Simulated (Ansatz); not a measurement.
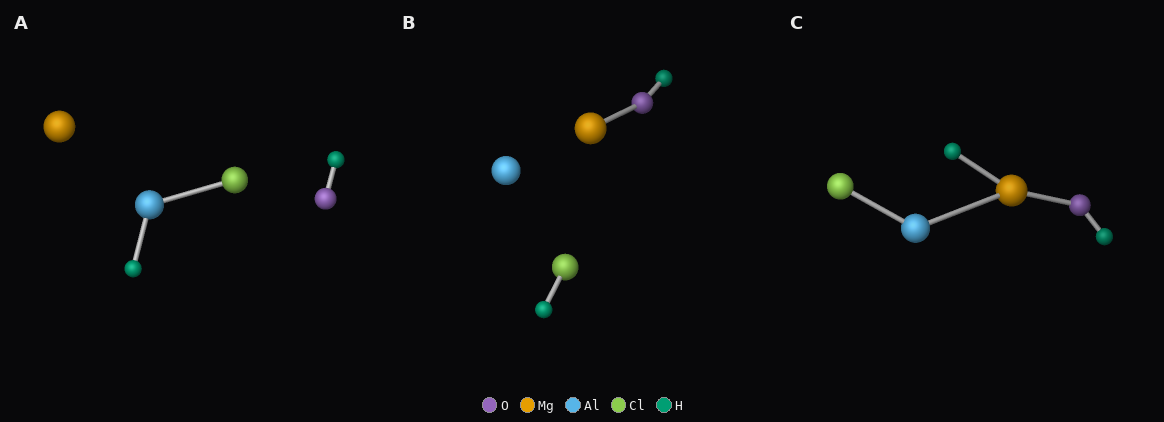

3 stationary structures of one formula. Geometries: PBE-D4/def2-SVP. Electronic energies: PBE-D4/def2-SVP (Ansatz 0.2.0), without zero-point energy. No frequency run is at hand to confirm each as a minimum.

Question: Which is lowest in energy, and by how much?

Answer: C is lowest (Cs); B lies 46.6 kcal/mol above it (Cs), A lies 95.3 kcal/mol above it.
